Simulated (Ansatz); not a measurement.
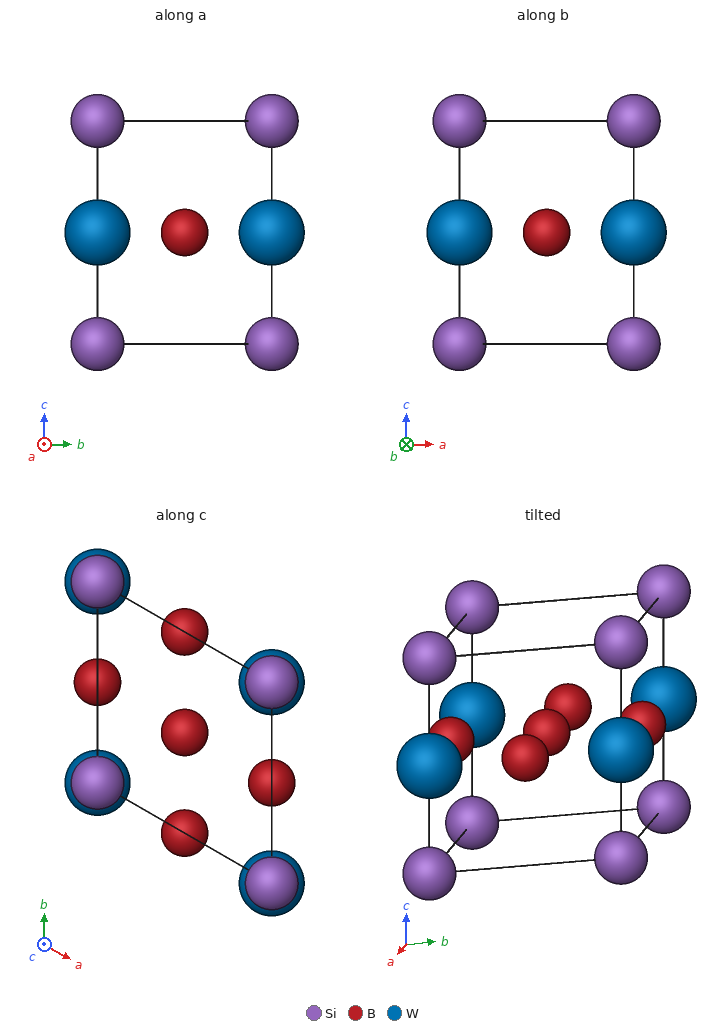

Crystal structure, spheres-only style, seen along the a axis, along the b axis, along the c axis and slightly off an axis. The edges of the conventional unit cell are marked.

Lattice parameters: a = 4.3154 Å, b = 4.3154 Å, c = 4.7851 Å, α = 90.000°, β = 90.000°, γ = 120.000°.

> Reconstruct the structure as a CIF in P1 with every atom of the cell.

```cif
data_structure
_symmetry_space_group_name_H-M 'P 1'
_symmetry_Int_Tables_number 1
_cell_length_a 4.3154
_cell_length_b 4.3154
_cell_length_c 4.7851
_cell_angle_alpha 90.000
_cell_angle_beta 90.000
_cell_angle_gamma 120.000
_cell_volume 77.17
loop_
_atom_site_label
_atom_site_type_symbol
_atom_site_fract_x
_atom_site_fract_y
_atom_site_fract_z
_atom_site_occupancy
Si1 Si 0.0000 0.0000 0.0000 1
B1 B 0.5000 0.0000 0.5000 1
B2 B 0.0000 0.5000 0.5000 1
B3 B 0.5000 0.5000 0.5000 1
W1 W 0.0000 0.0000 0.5000 1
```

It derives from a random cell made by a generator, so it need not be a real form of the compound. Relaxation method: DFT PBE, scalar-relativistic, plane waves, PAW in Ansatz 0.2.0.
